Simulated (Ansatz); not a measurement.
**GeSiH6O (SMILES [SiH3][O][GeH3]) at BHLYP/def2-SVP**

What is the vertical singlet–triplet gap of GeSiH6O at BHLYP/def2-SVP? 

The calculation is run with Ansatz 0.2.0.

75 further runs of the same task are left out: 75 set aside as unsound or not needed.

### Step 1. The system as given

The species is GeSiH6O (9 atoms), meant as a singlet with charge 0. SMILES: `[SiH3][O][GeH3]`. The coordinates come from a PBE0-D4/def2-TZVP relaxation.

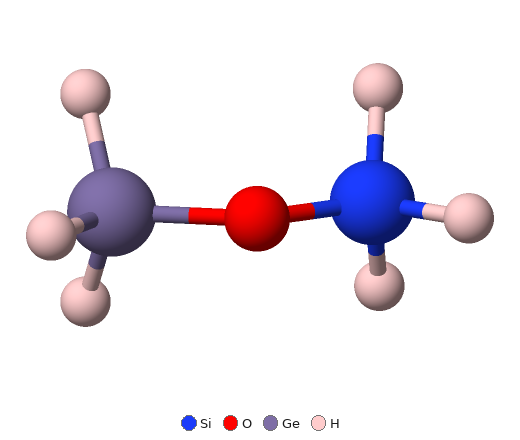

Viewed from a chosen angle; silicon blue, oxygen red, germanium purple, hydrogen pink.

### Step 2. A single-point energy at BHLYP/def2-SVP

File in.yaml:

```yaml
crystal:
  periodic: [false, false, false]
  atoms:
    - {symbol: Si, position_ang: [-0.686600, 1.033100, -0.921400]}
    - {symbol: O, position_ang: [0.592700, 0.201900, -0.339400]}
    - {symbol: Ge, position_ang: [0.809800, -1.049500, 0.901700]}
    - {symbol: H, position_ang: [-1.697500, 0.113200, -1.514500]}
    - {symbol: H, position_ang: [-0.195800, 1.964800, -1.966700]}
    - {symbol: H, position_ang: [-1.355600, 1.810800, 0.159300]}
    - {symbol: H, position_ang: [2.310800, -1.355600, 0.917000]}
    - {symbol: H, position_ang: [-0.018800, -2.280500, 0.498400]}
    - {symbol: H, position_ang: [0.329300, -0.484400, 2.248700]}
basis:
  gaussian:
    orbitals: def2-SVP
hamiltonian:
  xc: {name: BHLYP}
accuracy: high
output: {orbitals: {seedname: orbitals}}
```

Launch:

```
ansatz run in.yaml --threads 1 --pin off --max-ram 3480MiB --events-out events.jsonl --progress --plain --runs-dir runs
```

What it wrote:

```text
Warning: RAYON_NUM_THREADS=1 ignored (pool sized by the plan → 1); use --threads N
Functional definition: BHLYP
  name "BHLYP"
  parameter a = 0.5
  exchange = (1 - a)*b88_x + a*exact_x
  correlation = lyp_c
2026 factors; integrals over basis functions are off by at most 1.0e-8 eV
mean field evaluation 1: about -66525.4896 eV, gradient 4.3e1 eV
mean field evaluation 2: about -66522.3476 eV, gradient 6.0e1 eV
mean field evaluation 4: about -66528.6425 eV, gradient 1.4e0 eV
mean field evaluation 8: about -66528.9063 eV, gradient 7.3e-2 eV
mean field evaluation 16: about -66528.9063 eV, gradient 1.0e-5 eV
mean field -66528.90634574 eV, -2444.8922132936 hartree, gradient 2.2e-8 eV, S^2 0.000000; 0 other end points of the search recorded, 0 dependent functions left out
reference -66528.90637547 eV, -2444.8922143862 hartree; 30, 30 occupied and 64, 64 virtual orbitals, 2026 factors
Total energy: -66528.90637547 eV, -2444.8922143862 hartree
```

It took 6 s on 1 thread of Intel Xeon 6975P-C (Granite Rapids), shared host; peak memory 0.35 GiB.

### Step 3. The triplet, same level

in.yaml: that of step 2 with these lines changed.

```diff
@@ -17,3 +17,6 @@
   xc: {name: BHLYP}
+magnetization:
+  spin_polarized: true
+  initial_magnetization: 2
+output: {orbitals: {seedname: orbitals}}
 accuracy: high
-output: {orbitals: {seedname: orbitals}}
```

Launch:

```
ansatz run in.yaml --threads 1 --pin off --max-ram 3480MiB --events-out events.jsonl --progress --plain --runs-dir runs
```

What it wrote:

```text
Warning: RAYON_NUM_THREADS=1 ignored (pool sized by the plan → 1); use --threads N
[... 5 set-up lines as earlier in the session ...]
2026 factors; integrals over basis functions are off by at most 1.0e-8 eV
mean field evaluation 1: about -66517.9943 eV, gradient 2.9e1 eV
mean field evaluation 2: about -66511.4458 eV, gradient 5.1e1 eV
mean field evaluation 4: about -66521.7134 eV, gradient 3.4e0 eV
mean field evaluation 8: about -66521.8643 eV, gradient 6.6e-1 eV
mean field evaluation 16: about -66521.8766 eV, gradient 3.8e-3 eV
mean field evaluation 32: about -66521.8766 eV, gradient 1.0e-5 eV
mean field -66521.87658230 eV, -2444.6338742520 hartree, gradient 6.1e-8 eV, S^2 2.010757; 4 other end points of the search recorded, 0 dependent functions left out
reference -66521.87661235 eV, -2444.6338753564 hartree; 31, 29 occupied and 63, 65 virtual orbitals, 2026 factors
Total energy: -66521.87661235 eV, -2444.6338753564 hartree
```

Wall time 18 s (1 thread of Intel Xeon 6975P-C (Granite Rapids), shared host); peak memory 0.52 GiB.

### Step 4. Outcome

At BHLYP/def2-SVP:

| quantity | value |
| --- | --- |
| singlet: total energy | -2444.89221 Eh |
| singlet: HOMO energy | -9.76 eV |
| singlet: LUMO energy | 1.04 eV |
| singlet: HOMO–LUMO gap | 10.81 eV |
| triplet: total energy | -2444.63388 Eh |
| triplet: HOMO energy (highest over α and β) | -2.61 eV |
| triplet: ⟨S²⟩ | 2.011 |
| vertical energy of the triplet above the singlet | 7.030 eV |

What this shows: At this shape the triplet lies 7.03 eV (678 kJ/mol) above the singlet.
